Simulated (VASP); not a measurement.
Band structure of PbSe (rock salt). Level of theory: vdW-DF2, VASP's PBE PAW potentials (set 64) (plane waves; VASP 6.6.1).

Unless said otherwise, spin-orbit coupling is left out, though it shifts the bands of the heavy elements here.

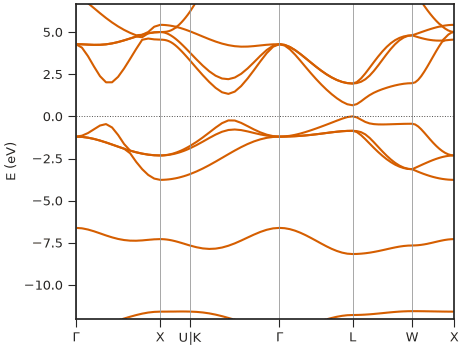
*Bands along high-symmetry lines, zero at the valence-band maximum or, without a gap, the Fermi level*

Question: Read the plot: is there a gap, and where are the band edges?

Answer: The gap is direct, 0.66 eV, from the valence maximum at L to the conduction minimum at L. (Edges off the drawn lines would not show.)

The compound is PbSe in the rock salt structure. It was relaxed first, which changed the volume by +15 %.
